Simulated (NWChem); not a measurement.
# GeH4 (germane): M06-2X/6-31G(d) (spherical functions)

Aim: the vertical ionisation energy of GeH4 (germane) at M06-2X/6-31G* (spherical functions), from 2 runs. 

The results are computed with NWChem 7.3.0.

2 further runs of the same task are left out: 2 set aside as unsound or not needed.

### Step 1. Starting point

GeH4: 5 atoms, total charge 0, spin state singlet. SMILES: `[GeH4]`. The coordinates come from a PBE0-D4/def2-TZVP relaxation.

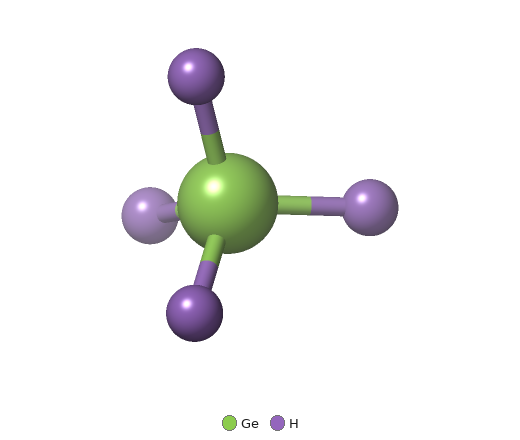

The structure, seen from a chosen angle (germanium green, hydrogen purple).

### Step 2. The energy at M06-2X/6-31G(d) (spherical functions)

Input file struct.nw:

```
start struct
title "GeH4"
memory total 2200 mb
charge 0
geometry units angstroms noautosym nocenter noautoz
  Ge       0.000100       0.000100       0.000000
  H        1.148100      -0.756300       0.680600
  H       -1.238800      -0.030000       0.904200
  H       -0.329200      -0.669100      -1.340600
  H        0.419800       1.455400      -0.244100
end
basis "ao basis" spherical bse
  * library 6-31G*
end
dft
  xc m06-2x
  grid fine
  convergence energy 1e-08
  iterations 100
  mulliken
  noprint "final vectors analysis"
end
task dft
```

Launch:

```bash
$ nwchem struct.nw > struct.out
```

The log of the run:

```text
[...]
          Wavefunction type:  closed shell.
          No. of atoms     :     5
          No. of electrons :    36
[...]
          Charge           :     0
          Spin multiplicity:     1
[...]
          AO basis - number of functions:    40
[...]
              XC Information
              --------------
                       M06-2X Method XC Functional
                     Hartree-Fock (Exact) Exchange  0.540
                        M06-2X Exchange Functional  1.000
                      M06-2X Correlation Potential  1.000
[...]
 d= 0,ls=0.0,diis     1  -2079.0665392168 -2.12D+03  5.88D-03  7.81D-02     1.2
[...]
 d= 0,ls=0.0,diis     7  -2079.0757241214 -8.94D-10  3.54D-07  1.07D-10     5.3
         Total DFT energy =    -2079.075724121401
      One electron energy =    -2987.103904189950
           Coulomb energy =      943.133751557445
    Exchange-Corr. energy =      -80.525998978621
 Nuclear repulsion energy =       45.420427489725
[...]
      Total Density - Mulliken Population Analysis
     ---------------------------------------------
    Atom       Charge   Shell Charges
 -----------   ------   -------------------------------------------------------
    1 Ge  32    32.01   2.00  2.00  6.00  2.00  5.99  1.16  2.21  0.14  0.35  6.90  2.92  0.34
    2 H    1     1.00   0.49  0.51
    3 H    1     1.00   0.49  0.51
    4 H    1     1.00   0.49  0.51
    5 H    1     1.00   0.49  0.51
[...]
```

Wall time 6 s (1 thread of Intel Xeon 6975P-C (Granite Rapids), shared host); peak memory 0.11 GiB.

### Step 3. The doublet cation

Input file geh4.nw:

```
start geh4
title "GeH4"
memory 2200 mb
charge 1

geometry noautosym nocenter noautoz
  Ge     0.000100     0.000100     0.000000
  H      1.148100    -0.756300     0.680600
  H     -1.238800    -0.030000     0.904200
  H     -0.329200    -0.669100    -1.340600
  H      0.419800     1.455400    -0.244100
end

basis spherical bse
  * library 6-31G*
end

dft
  xc m06-2x
  mult 2
  grid fine
  convergence energy 1e-08
  maxiter 100
  mulliken
  print low
end

task dft energy
```

Launch:

```bash
$ nwchem geh4.nw > geh4.out
```

The log of the run:

```text
[...]
 d= 0,ls=0.0,diis     1  -2078.1733495598 -2.12D+03  2.16D-02  2.56D+00     1.2
[...]
 d= 0,ls=0.0,diis    34  -2078.6212073354 -1.35D-09  4.54D-07  1.56D-11    32.2
[...]
         Total DFT energy =    -2078.621207335363
      One electron energy =    -2976.235114689311
           Coulomb energy =      932.407294396211
    Exchange-Corr. energy =      -80.213814531988
 Nuclear repulsion energy =       45.420427489725
[...]
      Total Density - Mulliken Population Analysis
     ---------------------------------------------
    Atom       Charge   Shell Charges
 -----------   ------   -------------------------------------------------------
    1 Ge  32    31.77   2.00  2.00  6.00  2.00  5.99  1.31  2.13  0.06  0.12  6.90  2.92  0.34
    2 H    1     0.86   0.47  0.39
    3 H    1     0.75   0.42  0.33
    4 H    1     0.75   0.42  0.33
    5 H    1     0.86   0.47  0.39
[...]
      <S2> =      0.7679 (Exact =     0.7500)
[...]
```

Wall time 33 s (1 thread of Intel Xeon 6975P-C (Granite Rapids), shared host); peak memory 0.11 GiB.

### Step 4. Outcome

At M06-2X/6-31G* (spherical functions):

| quantity | value |
| --- | --- |
| singlet GeH4: total energy | -2079.07572 Eh |
| singlet GeH4: dipole moment | 0.00 D |
| doublet cation: total energy | -2078.62121 Eh |
| doublet cation: ⟨S²⟩ | 0.768 |
| vertical ionisation energy (to the doublet cation) | 12.368 eV |

**Reading.** Removing an electron at fixed nuclei costs 12.37 eV (285 kcal/mol).
